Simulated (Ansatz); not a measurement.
Electronic density of states of amorphous Hf18O33N2, density 9.17 g/cm³, on a 2×2×2 Γ-centred mesh with a Gaussian width of 0.1 eV; energies count from the Fermi level, whose place inside the gap is arbitrary. Cell and mesh are small, so fine structure isn't converged. Level of theory: PBE, scalar-relativistic without spin-orbit coupling (plane waves to 420 eV, PAW; Ansatz, a quantum-chemistry and plane-wave program). Sampling: a 2×2×2 Γ-centred mesh; Fermi-Dirac width 0.02 eV; no spin polarisation. At PBE the levels at the filled edge of the gap are localised (band-tail or defect states), and the nearest spread-out levels lie 3.5 eV apart at the zone centre.

A CHGNet melt-quench gave the starting glass, which DFT then relaxed. O and N atoms were pushed apart under 1.9 Å during the dynamics, to hinder bonds among them. The hot cell started wider than the set density and was brought back towards it in steps. It is the lowest in DFT energy of 2 quenches. It is a model cell: composition and starting density were chosen by hand, and all elements were melted together. No dispersion term was used. Its density started from a set value of 9.17 and ended at 9.17 g/cm³. The simulated quench (nominally 380 K/ps over its main leg) is rapid and tends to freeze in more defects than a deposited or slowly cooled glass has. Values belong to this one cell and scatter from quench to quench. The volume was held where the preparation left it and the shape relaxed, at a PBE pressure of -1.7 GPa (tension). Stress components on the final sampling reach 1.8 GPa.

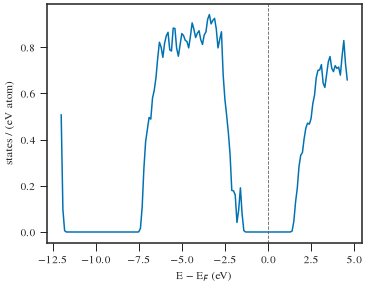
Fig. 1. Density of states per atom

The level gap on this mesh is 3.16 eV; the broadening fills part of it in the curve.
